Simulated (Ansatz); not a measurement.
Reaction (SMILES): [NH2] (NH2) → 2 H atom + N atom
B3LYP-D3(BJ)/def2-TZVP geometries, fixed; electronic energies without zero-point terms.

Basis-set convergence of the atomisation energy at PBE with Ansatz (a quantum-chemistry and plane-wave program). All functions are spherical. The program fits the integrals of some runs and decomposes those of others, by size. Open shells are unrestricted. No added dispersion term, no relativity. Functions are those of the species that has most. Reference: the value in aug-cc-pV5Z, 188.85 kcal/mol, itself unsure by roughly 0.05 kcal/mol (its mean distance from pcseg-4, aug-pcseg-3, aug-cc-pVQZ). Deviations are taken from unrounded values.

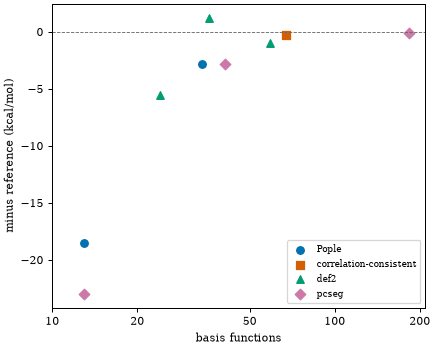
Deviation from the reference against the number of basis functions, by family of sets.

| basis | functions | atomisation energy (kcal/mol) | minus reference (kcal/mol) |
|---|---|---|---|
| 6-31G | 13 | 170.31 | -18.54 |
| pcseg-0 | 13 | 165.87 | -22.98 |
| def2-SVP | 24 | 183.27 | -5.58 |
| 6-311+G** | 34 | 186.05 | -2.80 |
| def2-SVPD | 36 | 190.10 | 1.25 |
| aug-pcseg-1 | 41 | 186.06 | -2.79 |
| def2-TZVPP | 59 | 187.86 | -0.99 |
| jun-cc-pV(T+d)Z | 67 | 188.52 | -0.33 |
| aug-pcseg-3 | 183 | 188.77 | -0.08 |
